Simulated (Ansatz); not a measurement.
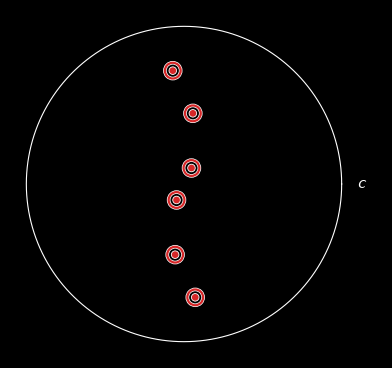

Stereographic projection: filled dots lie in the upper hemisphere, open rings in the lower. The a axis points at the viewer. The poles are all faces of one general form. Computed from the symmetry operations of a computed or model structure of composition Rb2Pt, which need not be its known form.

> Which point group is this?

-3m (D3d), order 12, trigonal system: one threefold axis, three twofold axes, three mirror planes, an inversion centre.

> Can such a crystal be piezoelectric, pyroelectric or chiral?

It is centrosymmetric, so neither piezoelectric nor pyroelectric; it is not chiral.
